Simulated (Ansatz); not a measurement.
## A computed series for hypothetical diamond Os: pressure series

Start from Os in the diamond structure (space group Fd-3m, No. 227; a hypothetical phase, not in the database extracts checked).

```yaml
crystal:
  lattice:
    - [0.00000, 2.75060, 2.75060]
    - [2.75060, 0.00000, 2.75060]
    - [2.75060, 2.75060, 0.00000]
  atoms:
    - { symbol: Os, position: [0.25000, 0.25000, 0.25000] }
    - { symbol: Os, position: [0.00000, 0.00000, 0.00000] }
```

Cell and atoms are relaxed at each pressure.

Method: plane-wave PAW DFT at the PBEsol level (Ansatz, an electronic-structure program, 420 eV), spin-orbit coupling left out.

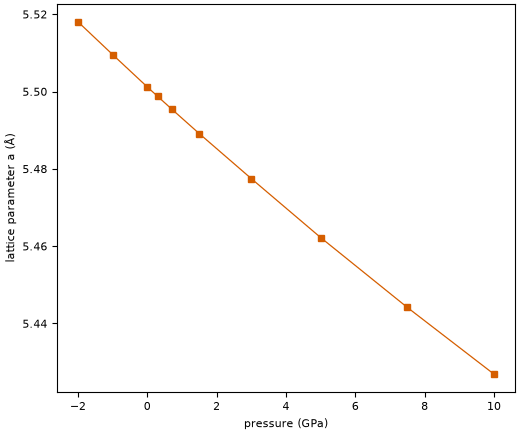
Figure. Lattice parameter a against pressure

**Question.** From the plot, what is the lattice parameter a for pressure 0.3 GPa?

**Answer.** About 5.499 Å.

**Question.** Is the trend monotonic over the range shown?

**Answer.** Yes, it falls throughout, spanning 542.7 pm to 551.8 pm.

Load acts through the strain it causes; cell and atoms are relaxed under it. Stability against distortions was not tested. Competing high-pressure phases were not computed. The final runs are not spin-polarised.
